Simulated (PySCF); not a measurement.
**C2H5AlO (SMILES [CH3][Al]1[CH2][O]1) at PBE0/6-31G(d) (spherical functions)**

What is the energy change on altering one bond length of C2H5AlO at PBE0/6-31G* (spherical functions)? Input form: a Python script.

The calculation is run with PySCF 2.14.0.

1 further run of the same task is left out (set aside as unsound or not needed).

### Step 1. The structure to begin with

C2H5AlO: 9 atoms, total charge 0, spin state singlet. As SMILES, `[CH3][Al]1[CH2][O]1`. The shape is that of a PBE0-D4/def2-TZVP optimisation.

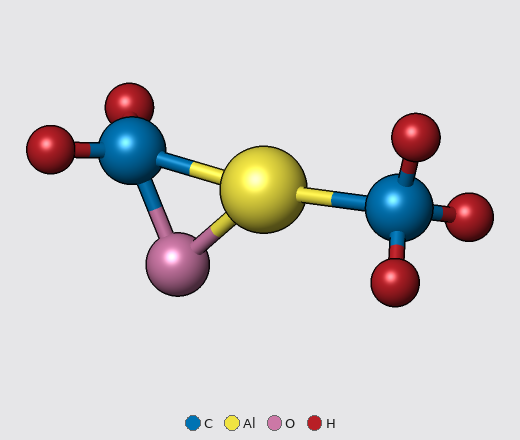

Viewed from a chosen angle; carbon blue, aluminium yellow, oxygen pink, hydrogen red.

### Step 2. The energy at PBE0/6-31G(d) (spherical functions)

calc.py reads:

```python
from pyscf import gto, dft

molecule = gto.M(
    atom='''
C     -1.267817     2.494816    -2.043739
Al     0.096943    -0.144942     0.083526
C      1.282557    -2.419227     2.549807
O      1.491561    -3.041514    -0.185004
H      0.075022     2.976319    -3.537756
H     -1.701131     4.206530    -0.977933
H     -3.006932     1.845884    -2.951941
H      0.072754    -3.742603     3.567236
H      3.124095    -2.262758     3.463490
''',
    basis='6-31g*',
    max_memory=1860,
    unit='bohr',
    charge=0,
    verbose=3,
)

mf = dft.RKS(molecule, xc='pbe0')
mf.conv_tol = 1e-10
mf.grids.level = 5
mf.kernel()
if not mf.converged:
    mf = mf.newton().run(mf.mo_coeff, mf.mo_occ)

etot = mf.e_tot
print('E = %.10f Eh' % etot)
```

Started as:

```
$ OMP_NUM_THREADS=1 python calc.py
```

Standard output:

```text
converged SCF energy = -396.533838736688
E = -396.5338387367 Eh
```

Wall time 18 s (1 thread of Intel Xeon at 2.70GHz, shared host); peak memory 0.36 GiB.

### Step 3. The distorted shape, same level

start.xyz reads:

```xyz
9
C2H5AlO
C     -0.556249     0.867297    -1.363502
Al     0.165951    -0.529603    -0.237802
C      0.793351    -1.733103     1.067298
O      0.903951    -2.062403    -0.379902
H      0.154351     1.122097    -2.154102
H     -0.900200     2.226000    -0.517500
H     -1.476549     0.523897    -1.844102
H      0.153151    -2.433403     1.605698
H      1.767851    -1.650303     1.550798
```

job.py reads:

```python
from pyscf import gto, dft

mol = gto.M(
    atom='start.xyz',
    charge=0,
    verbose=3,
    basis='6-31g*',
    max_memory=1860,
)

mf = dft.RKS(mol)
mf.xc = 'pbe0'
mf.grids.level = 5
mf.conv_tol = 1e-10
mf.kernel()
if not mf.converged:
    mf = mf.newton().run(mf.mo_coeff, mf.mo_occ)

e_final = mf.e_tot
print('E = %.10f Eh' % e_final)
```

Started as:

```
$ OMP_NUM_THREADS=1 python job.py
```

Standard output:

```text
converged SCF energy = -396.457288788274
E = -396.4572887883 Eh
```

Wall time 16 s (1 thread of Intel Xeon at 2.70GHz, shared host); peak memory 0.36 GiB.

### Step 4. Outcome

At PBE0/6-31G* (spherical functions):

| quantity | value |
| --- | --- |
| first shape: total energy | -396.53384 Eh |
| first shape: dipole moment | 3.17 D |
| first shape: HOMO energy | -6.03 eV |
| first shape: LUMO energy | -0.37 eV |
| first shape: HOMO–LUMO gap | 5.67 eV |
| distorted shape: total energy | -396.45729 Eh |
| distorted shape: dipole moment | 2.84 D |
| distorted shape: HOMO energy | -6.07 eV |
| distorted shape: LUMO energy | -0.96 eV |
| distorted shape: HOMO–LUMO gap | 5.11 eV |
| energy change with the C1–H6 bond stretched from 1.091 to 1.637 Å | 2.083 eV |

In words: With the C1–H6 bond stretched from 1.091 to 1.637 Å the energy rises by 2.08 eV (48 kcal/mol). The first shape isn't relaxed at this level, so the change isn't measured from a minimum. Mulliken charges (distorted shape) run from -0.69 on C1 to +0.65 on Al2; they depend strongly on the basis.
